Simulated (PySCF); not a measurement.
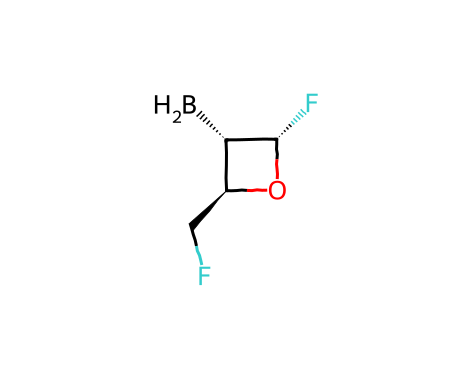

Computed geometry: GFN2-xTB optimisation. No frequency run is at hand to confirm it as a minimum. Properties computed with ωB97X-D/def2-SVPD, gas phase (PySCF 2.14.0). Excitations: vertical, linear response.

What does the calculation give?

The species is C₄H₇BF₂O (`B[C@@H]1[C@H](F)O[C@H]1CF`).
- dipole moment: 2.47 D
- HOMO energy (Kohn–Sham orbital): −10.41 eV
- LUMO energy (Kohn–Sham orbital): 0.16 eV
- HOMO–LUMO gap: 10.57 eV
- mean static polarisability: 63.7 bohr³
- lowest vertical singlet excitation: 5.98 eV
- its oscillator strength: 0.001
- brightest of the 8 lowest singlets: 7.82 eV
- its oscillator strength: 0.04

The geometry is semi-empirical. Around B such bond lengths and angles can be off by a tenth of an ångström or more and by several degrees, and values that hang on the shape move with them.
